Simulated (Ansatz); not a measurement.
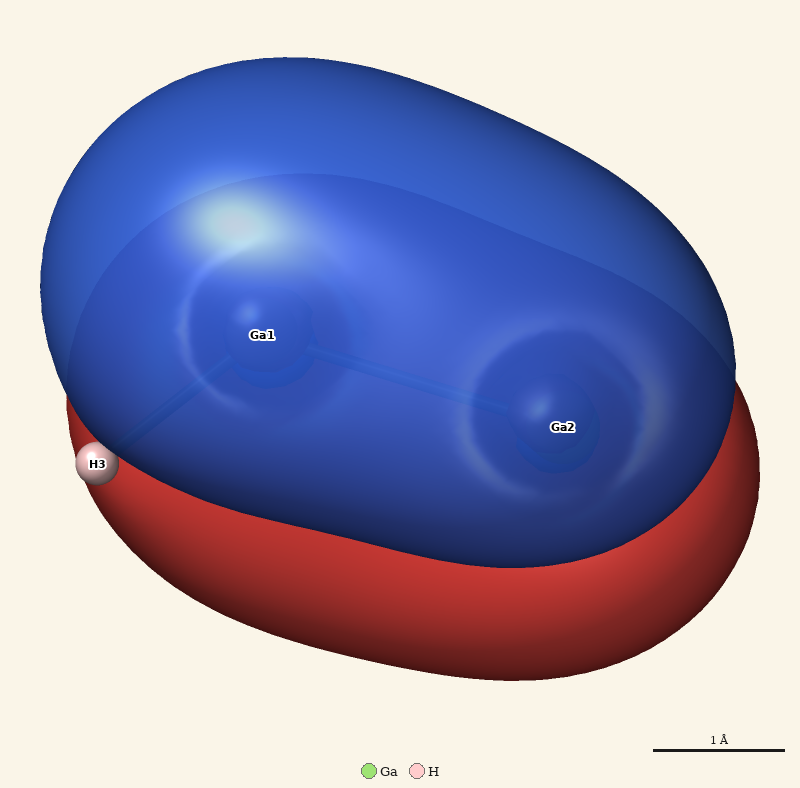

The picture shows: Ga₂H (charge −1, quintet). The HOMO−1 (α) at ±0.06 Å⁻³ᐟ² (blue and red are the two phases), seen at a tilt.

Geometry: r2SCAN-D4/def2-TZVPD; the highest occupied orbital lies above zero, a sign that basis and functional describe the outermost electron poorly.

The calculation used Ansatz 0.2.0, UKS PBE0-D4/def2-TZVPD.

```xyz
3

Ga   -0.6480   -0.2333    0.1647
Ga    1.3371    0.7066    1.2773
H    -0.6891   -0.4732   -1.4420
```

Where does this orbital lie, and at what energy?

It lies mainly on Ga1 (about 55 %) and Ga2 (about 45 %); it changes sign across the molecular plane (π type); π-bonding across Ga1–Ga2. Its energy is −0.16 eV.
